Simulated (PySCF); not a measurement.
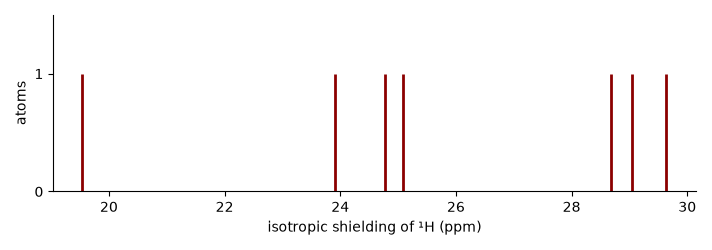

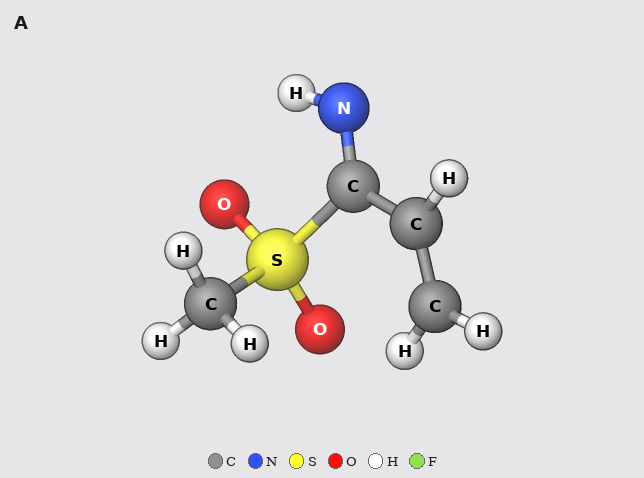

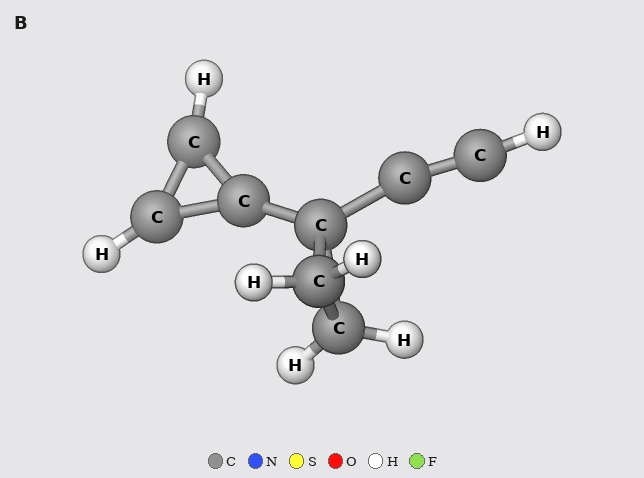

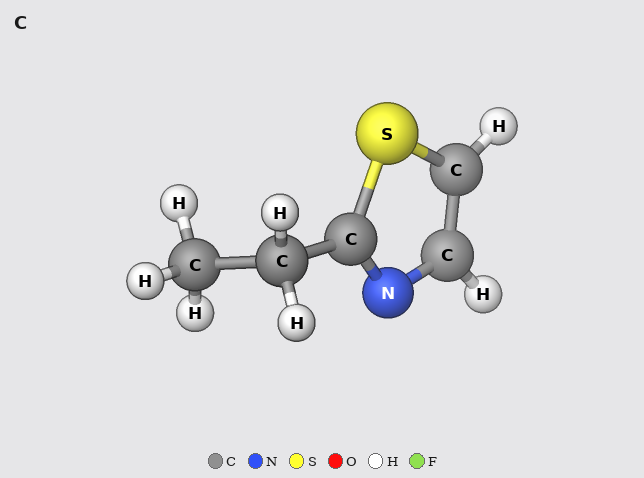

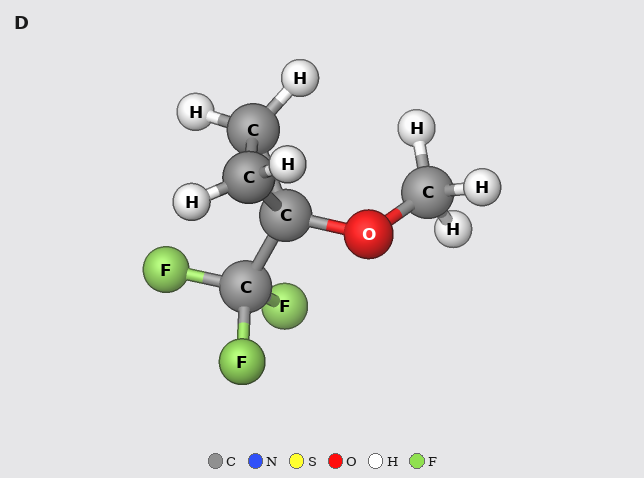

The sticks are computed shieldings of one of the molecules, for one fixed geometry (GFN2-xTB) without averaging over rotations. Low shielding means a high chemical shift. Method: GIAO PBE0/pcSseg-1 NMR shielding, non-relativistic, gas phase (PySCF 2.14.0).

Which molecule gives this pattern?

A, `[H]/N=C(/C=C)S(C)(=O)=O`. Its 7 H atoms give lines at 19.54, 23.91, 24.77, 25.09, 28.67, 29.04, 29.64 ppm.
